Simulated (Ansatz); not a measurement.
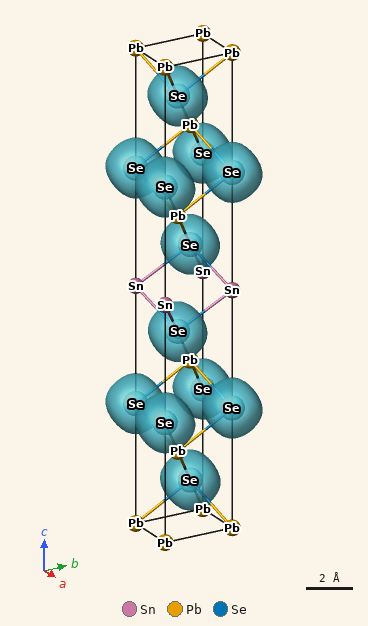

Figure 1: SnPb5Se6. Isosurface of the electron localisation function at 0.65 (cyan), seen slightly off an axis. Only the valence region is drawn (cores and ρ < 0.01 e/Å³ removed). Sticks mark near contacts.

Space group P-3m1; a structure generated by program, which may or may not match a known phase.

Method: Ansatz, DFT PBE, scalar-relativistic, plane waves, PAW.

```cif
data_structure
_symmetry_space_group_name_H-M 'P 1'
_symmetry_Int_Tables_number 1
_cell_length_a 4.3806
_cell_length_b 4.3806
_cell_length_c 21.4534
_cell_angle_alpha 90.000
_cell_angle_beta 90.000
_cell_angle_gamma 120.000
_cell_volume 356.53
loop_
_atom_site_label
_atom_site_type_symbol
_atom_site_fract_x
_atom_site_fract_y
_atom_site_fract_z
_atom_site_occupancy
Sn1 Sn 0.00000 0.00000 0.50000 1
Pb1 Pb 0.00000 0.00000 0.00000 1
Pb2 Pb 0.33333 0.66667 0.83197 1
Pb3 Pb 0.66667 0.33333 0.66397 1
Pb4 Pb 0.33333 0.66667 0.33603 1
Pb5 Pb 0.66667 0.33333 0.16803 1
Se1 Se 0.66667 0.33333 0.91598 1
Se2 Se 0.00000 0.00000 0.74795 1
Se3 Se 0.33333 0.66667 0.57946 1
Se4 Se 0.66667 0.33333 0.42054 1
Se5 Se 0.00000 0.00000 0.25205 1
Se6 Se 0.33333 0.66667 0.08402 1
```

**Describe the localisation domains.**

The surface consists of six regions wrapped around Se (the valence shell of each), counted in one cell of 12 atoms. Regions shared between cells count once.

Values along the shortest contacts:
Sn–Se (3.05 Å): the ELF is about 0.40 at the midpoint. Pb–Se (3.11 Å): the ELF is about 0.30 at the midpoint.
